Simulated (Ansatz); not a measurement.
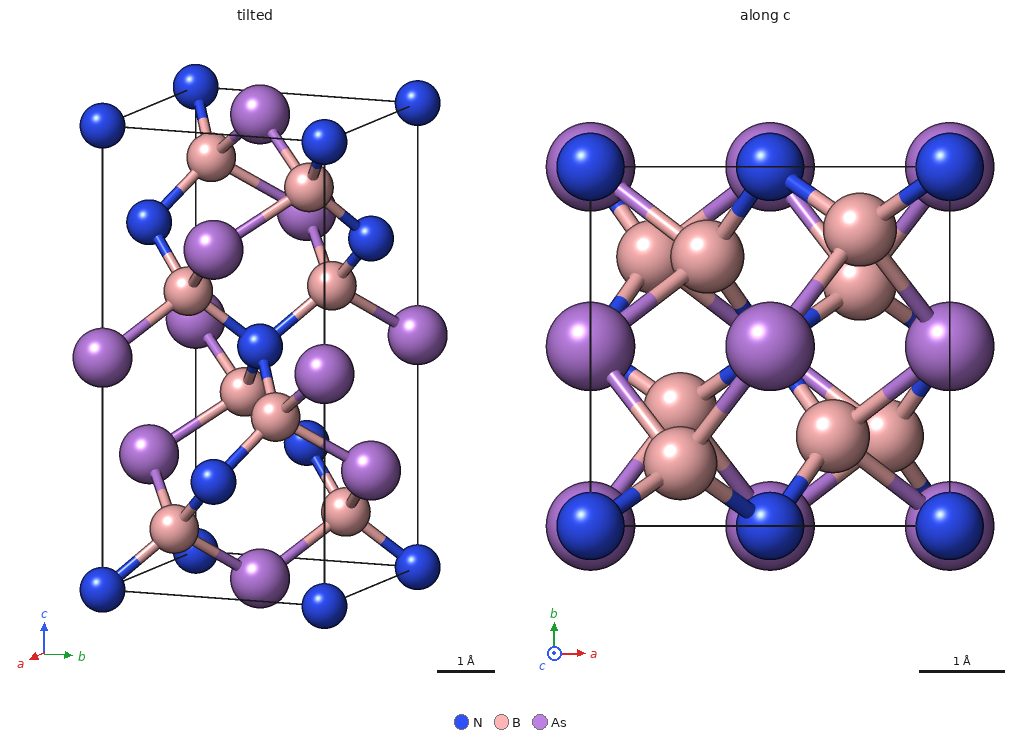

Shown here is a ball-and-stick view of the crystal, taken slightly off an axis and along the c axis. The conventional unit cell is outlined; an atom on or near a face, edge or corner is repeated at each equivalent position.

B₂AsN, chalcopyrite, space group I-42d (No. 122), a = 4.242 Å, b = 4.242 Å, c = 8.307 Å, α = 90.00°, β = 90.00°, γ = 90.00°. Starting structure: a structure type filled with these elements by a generator (whether the compound takes this form wasn't checked). Earlier steps of the study, as a rule a relaxation of our own, may have changed the cell and positions, so they can lie some per cent off the listed ones. A calculation with Ansatz used it as input.

This one geometry was computed with Ansatz (DFT, plane waves, PAW) at five levels of theory: PBE, PBE with spin-orbit coupling, HSE06, r2SCAN and PBE0. It was relaxed beforehand with r2SCAN.

Which level gives the highest pressure at this volume, and what does that say about its equilibrium volume?

Highest: PBE (2.3 GPa) and PBE with spin-orbit coupling (2.3 GPa), which points to the largest equilibrium volume. Lowest, with the smallest volume: HSE06 (-2.9 GPa) and PBE0 (-2.9 GPa). Levels within 0.5 GPa of each other can't be told apart.

How does the band gap change with the level of theory?

PBE with spin-orbit coupling: a gap of 2.03 eV, indirect; PBE: a gap of 2.08 eV, indirect; r2SCAN: a gap of 2.41 eV, indirect; HSE06: a gap of 2.97 eV, indirect; PBE0: a gap of 3.68 eV, indirect.

Collect the results in a table.

| level | cutoff (eV) | k-mesh of the run's cell | gap (eV) | pressure (GPa) |
| --- | --- | --- | --- | --- |
| PBE | 420 | 8×8×8 | 2.08 | 2.3 |
| PBE with spin-orbit coupling | 420 | 8×8×8 | 2.03 | 2.3 |
| HSE06 | 420 | 6×6×6 | 2.97 | -2.9 |
| r2SCAN | 500 | 8×8×8 | 2.41 | 0.0 |
| PBE0 | 420 | 6×6×6 | 3.68 | -2.9 |

Gaps are taken on the k-mesh or band path of each run.
